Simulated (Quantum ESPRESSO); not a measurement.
**MnF2: which magnetic order is lowest**

A self-consistent run ends on one state, which hangs on the start. Several orders of MnF2 are started in Quantum ESPRESSO and their energies compared.

Program: Quantum ESPRESSO 7.5. Level of theory: PBEsol; plane waves with GBRV 1.5 PBEsol potentials, no spin-orbit coupling. Results are calculated unless marked as measured.

## 1. Set-up

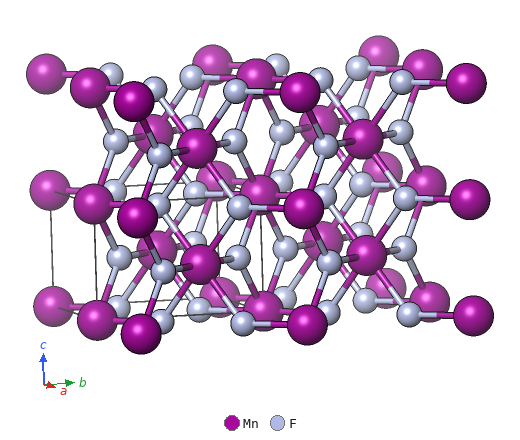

The starting structure, seen slightly off an axis (manganese purple, fluorine light blue). 2×2×2 cells are drawn. Some periodic images of atoms are drawn too.

The cell comes from the Crystallography Open Database.

## 2. Start 1: ferro ++

The signs are those of the starting moments on the seeded atoms, the atoms that are given a moment.

File pw.in:

```
&CONTROL
  calculation = 'scf'
  prefix = 'pwscf'
  outdir = './tmp'
  pseudo_dir = './pseudo'
  disk_io = 'nowf'
/
&SYSTEM
  ibrav = 0
  celldm(1) = 8
  nat = 6
  ntyp = 2
  ecutwfc = 40
  ecutrho = 280
  nbnd = 44
  occupations = 'smearing'
  smearing = 'fd'
  degauss = 0.00367493
  nspin = 2
  starting_magnetization(1) = 0.3
  starting_magnetization(2) = 0
/
&ELECTRONS
  conv_thr = 1.2d-08
  electron_maxstep = 150
  mixing_beta = 0.3
/
ATOMIC_SPECIES
Mn     54.9380 mn_pbesol_v1.5.uspp.F.UPF
F      18.9984 f_pbesol_v1.4.uspp.F.UPF
CELL_PARAMETERS alat
   1.1512683982751    0.0000000000000    0.0000000000000
   0.0000000000000    1.1512683982751    0.0000000000000
   0.0000000000000    0.0000000000000    0.7820395350998
ATOMIC_POSITIONS crystal
Mn      0.0000000000    0.0000000000    0.0000000000
Mn      0.5000000000    0.5000000000    0.5000000000
F       0.3053000000    0.3053000000    0.0000000000
F       0.1947000000    0.8053000000    0.5000000000
F       0.6947000000    0.6947000000    0.0000000000
F       0.8053000000    0.1947000000    0.5000000000
K_POINTS automatic
6 6 6 0 0 0
```

The run is started by

```
$ OMP_NUM_THREADS=1 mpirun -n 4 pw.x -nk 4 -in pw.in > pw.out
```

Log:

```text
Program PWSCF v.7.5 starts

     Message from routine setup:
     using ibrav=0 with symmetry is DISCOURAGED, use correct ibrav instead

     K-points division:     npool     =       4
     Subspace diagonalization in iterative solution of the eigenvalue problem:

     G-vector sticks info
     --------------------
     sticks:   dense  smooth     PW     G-vecs:    dense   smooth      PW
     Sum        1893    1085    333                42069    18157    3081

     Using Slab Decomposition

     bravais-lattice index     =            0
     lattice parameter (alat)  =       8.0000  a.u.
     unit-cell volume          =     530.7034 (a.u.)^3
     number of atoms/cell      =            6
     number of atomic types    =            2
     number of electrons       =        58.00
     number of Kohn-Sham states=           44
     kinetic-energy cutoff     =      40.0000  Ry
     charge density cutoff     =     280.0000  Ry
     scf convergence threshold =      1.2E-08
     mixing beta               =       0.3000
     number of iterations used =            8  plain     mixing
     Exchange-correlation= SLA  PW   PSX  PSC
                           (   1   4  10   8   0   0   0)

     celldm(1)=   8.000000  celldm(2)=   0.000000  celldm(3)=   0.000000
     celldm(4)=   0.000000  celldm(5)=   0.000000  celldm(6)=   0.000000

     crystal axes: (cart. coord. in units of alat)
               a(1) = (   1.151268   0.000000   0.000000 )
               a(2) = (   0.000000   1.151268   0.000000 )
               a(3) = (   0.000000   0.000000   0.782040 )

     reciprocal axes: (cart. coord. in units 2 pi/alat)
               b(1) = (  0.868607  0.000000  0.000000 )
               b(2) = (  0.000000  0.868607  0.000000 )
               b(3) = (  0.000000  0.000000  1.278708 )

     PseudoPot. # 1 for Mn read from file:
     mn_pbesol_v1.5.uspp.F.UPF
     Pseudo is Ultrasoft + core correction, Zval = 15.0
     Generated by new atomic code, or converted to UPF format
     Using radial grid of  859 points,  6 beta functions with:
                l(1) =   0
                l(2) =   0
                l(3) =   1
                l(4) =   1
                l(5) =   2
                l(6) =   2
     Q(r) pseudized with  8 coefficients,  rinner =    0.950   0.950   0.950
                                                       0.950   0.950

     PseudoPot. # 2 for F  read from file:
     f_pbesol_v1.4.uspp.F.UPF
     Pseudo is Ultrasoft, Zval =  7.0
     Generated by new atomic code, or converted to UPF format
     Using radial grid of  799 points,  4 beta functions with:
                l(1) =   0
                l(2) =   0
                l(3) =   1
                l(4) =   1
     Q(r) pseudized with  8 coefficients,  rinner =    0.950   0.950   0.950

     atomic species   valence    mass     pseudopotential
     Mn               15.00    54.93800     Mn( 1.00)
     F                 7.00    18.99840     F ( 1.00)

     Starting magnetic structure
     atomic species   magnetization
     Mn              0.300
     F               0.000

     16 Sym. Ops., with inversion, found ( 8 have fractional translation)

   Cartesian axes

     site n.     atom                  positions (alat units)
         1        Mn     tau(   1) = (   0.0000000   0.0000000   0.0000000  )
         2        Mn     tau(   2) = (   0.5756342   0.5756342   0.3910198  )
         3        F      tau(   3) = (   0.3514822   0.3514822   0.0000000  )
         4        F      tau(   4) = (   0.2241520   0.9271164   0.3910198  )
         5        F      tau(   5) = (   0.7997862   0.7997862   0.0000000  )
         6        F      tau(   6) = (   0.9271164   0.2241520   0.3910198  )

     number of k points=    40  Fermi-Dirac smearing, width (Ry)=  0.0037
                       cart. coord. in units 2pi/alat
        k(    1) = (   0.0000000   0.0000000   0.0000000), wk =   0.0046296
        k(    2) = (   0.0000000   0.0000000   0.2131180), wk =   0.0092593
        k(    3) = (   0.0000000   0.0000000   0.4262359), wk =   0.0092593
        k(    4) = (   0.0000000   0.0000000  -0.6393539), wk =   0.0046296
        k(    5) = (   0.0000000   0.1447679   0.0000000), wk =   0.0185185
        [... 35 further k-points ...]

     Dense  grid:    42069 G-vectors     FFT dimensions: (  50,  50,  36)

     Smooth grid:    18157 G-vectors     FFT dimensions: (  40,  40,  30)

     Check: negative core charge=   -0.000039
     Generating pointlists ...
     new r_m :   0.2050 (alat units)  1.6403 (a.u.) for type    1
     new r_m :   0.2050 (alat units)  1.6403 (a.u.) for type    2

     Initial potential from superposition of free atoms

     starting charge      56.9998, renormalised to      58.0000
     Starting wfcs are   42 randomized atomic wfcs +    2 random wfcs

     Self-consistent Calculation

     iteration #  1     ecut=    40.00 Ry     beta= 0.30
     Davidson diagonalization with overlap
     ethr =  1.00E-02,  avg # of iterations =  5.1

     Threshold (ethr) on eigenvalues was too large:
     Diagonalizing with lowered threshold

     Davidson diagonalization with overlap
     ethr =  7.34E-04,  avg # of iterations =  1.1

     total energy              =    -616.47513918 Ry
     estimated scf accuracy    <       0.43393774 Ry

     total magnetization       =    10.00 Bohr mag/cell
     absolute magnetization    =    10.00 Bohr mag/cell

     iteration #  2     ecut=    40.00 Ry     beta= 0.30
     Davidson diagonalization with overlap
     ethr =  7.48E-04,  avg # of iterations =  1.6

     total energy              =    -616.55504460 Ry
     estimated scf accuracy    <       0.04487553 Ry

     total magnetization       =    10.00 Bohr mag/cell
     absolute magnetization    =    10.00 Bohr mag/cell

     iteration #  3     ecut=    40.00 Ry     beta= 0.30
     Davidson diagonalization with overlap
     ethr =  7.74E-05,  avg # of iterations =  2.2

     negative rho (up, down):  0.000E+00 1.053E-03

     total energy              =    -616.56718748 Ry
     estimated scf accuracy    <       0.02071024 Ry

     total magnetization       =    10.00 Bohr mag/cell
     absolute magnetization    =    10.00 Bohr mag/cell

     [... further iterations left out ...]

     iteration #  8     ecut=    40.00 Ry     beta= 0.30
     Davidson diagonalization with overlap
     ethr =  2.05E-09,  avg # of iterations =  2.0

     negative rho (up, down):  0.000E+00 1.428E-03

     total energy              =    -616.56912963 Ry
     estimated scf accuracy    <       0.00000011 Ry

     total magnetization       =    10.00 Bohr mag/cell
     absolute magnetization    =    10.00 Bohr mag/cell

     iteration #  9     ecut=    40.00 Ry     beta= 0.30
     Davidson diagonalization with overlap
     ethr =  1.91E-10,  avg # of iterations =  2.3

     negative rho (up, down):  0.000E+00 1.428E-03

     total energy              =    -616.56912977 Ry
     estimated scf accuracy    <       0.00000003 Ry

     total magnetization       =    10.00 Bohr mag/cell
     absolute magnetization    =    10.00 Bohr mag/cell

     iteration # 10     ecut=    40.00 Ry     beta= 0.30
     Davidson diagonalization with overlap
     ethr =  5.15E-11,  avg # of iterations =  1.8

     negative rho (up, down):  0.000E+00 1.428E-03

     total energy              =    -616.56912981 Ry
     estimated scf accuracy    <       0.00000002 Ry

     total magnetization       =    10.00 Bohr mag/cell
     absolute magnetization    =    10.00 Bohr mag/cell

     iteration # 11     ecut=    40.00 Ry     beta= 0.30
     Davidson diagonalization with overlap
     ethr =  3.20E-11,  avg # of iterations =  2.0

     negative rho (up, down):  0.000E+00 1.427E-03

     Magnetic moment per site  (integrated on atomic sphere of radius R)
     atom   1 (R=0.205)  charge= 12.3447  magn=  4.1809
     atom   2 (R=0.205)  charge= 12.3447  magn=  4.1809
     atom   3 (R=0.205)  charge=  6.6936  magn=  0.1017
     atom   4 (R=0.205)  charge=  6.6936  magn=  0.1017
     atom   5 (R=0.205)  charge=  6.6936  magn=  0.1017
     atom   6 (R=0.205)  charge=  6.6936  magn=  0.1017

     End of self-consistent calculation

     [... lines left out ...]
     the Fermi energy is     7.6889 ev

!    total energy              =    -616.56912985 Ry
     estimated scf accuracy    <          3.7E-10 Ry
     smearing contrib. (-TS)   =      -0.00000006 Ry
     internal energy E=F+TS    =    -616.56912979 Ry

     The total energy is F=E-TS. E is the sum of the following terms:
     one-electron contribution =    -374.66459916 Ry
     hartree contribution      =     212.24513583 Ry
     xc contribution           =     -89.96332752 Ry
     ewald contribution        =    -364.18633894 Ry

     total magnetization       =    10.00 Bohr mag/cell
     absolute magnetization    =    10.00 Bohr mag/cell

     convergence has been achieved in  11 iterations

=------------------------------------------------------------------------------=
   JOB DONE.
=------------------------------------------------------------------------------=
```

It took 36 s on 4 MPI ranks of Intel Xeon Platinum 8488C (Sapphire Rapids), shared host; peak memory 0.56 GiB.

Spin moment in the atom's sphere by atom:

```csv
atom,spin moment in the atom's sphere (μB)
Mn1,4.18
Mn2,4.18
F3,0.10
F4,0.10
F5,0.10
F6,0.10
```

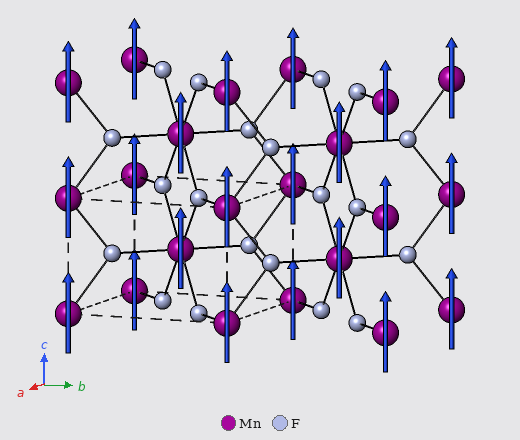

Spin moment in the atom's sphere as arrows, the longest 4.18 μB. Up and down stand for the sign. Arrows give size and sign along the axis of quantisation, drawn up and down the page. 1×2×2 cells are drawn. Some periodic images of atoms are drawn too.

Read from the output:

- smearing term TS: 8.33e-7 eV
- magnetization: 10 μB
- absolute magnetization: 10.00 μB
- final state: ferromagnetic

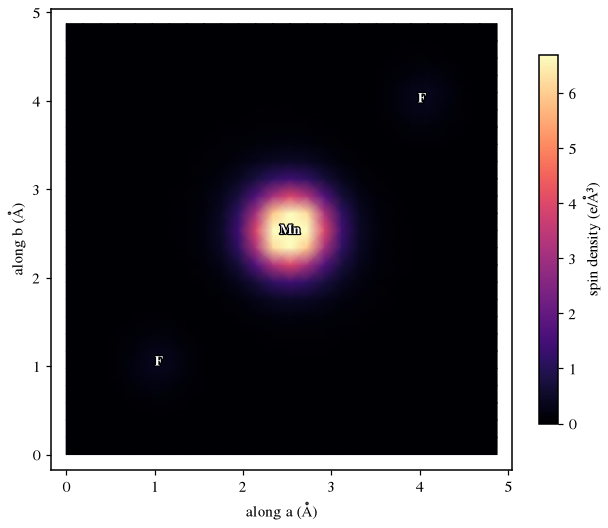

Spin density in the ab plane at fractional z = 0.000, with atoms of Mn and F within 0.2 Å of it. The map starts off the cell's origin, so that atoms lie inside it.

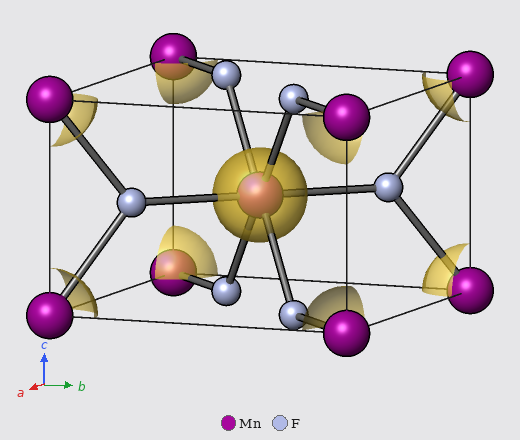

Surface of spin density = 0.65 e/Å³, which holds about 70 % of the integral of its size.

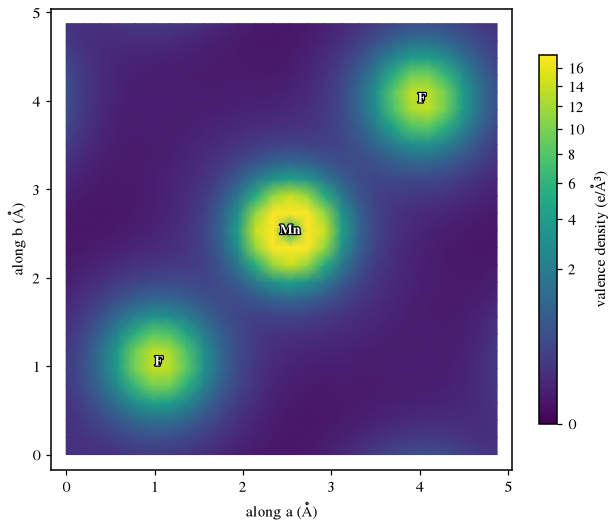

Valence density in the ab plane at fractional z = 0.000, with atoms of Mn and F within 0.2 Å of it. It is the smooth field of the valence electrons, not physical close to the nuclei. The map starts off the cell's origin, so that atoms lie inside it. The colour scale is stretched toward low values.

[end of part 1 of 2]

[Logs and program files are shortened in this print: banners, set-up blocks, solver, clock and traceback lines can be left out without a mark of their own.]

[Logs are printed without paths, hosts, clocks, repeated set-up lines and the standing remarks that a program may print on its own settings, such as how far it seeks lower states.]

[Hosts, paths, dates, database ids (printed as entryN), source tags and the programs' standing remarks are cut or masked in the printed files.]

[Where a cell is said to come from a database of computed structures, the database is the Materials Project.]
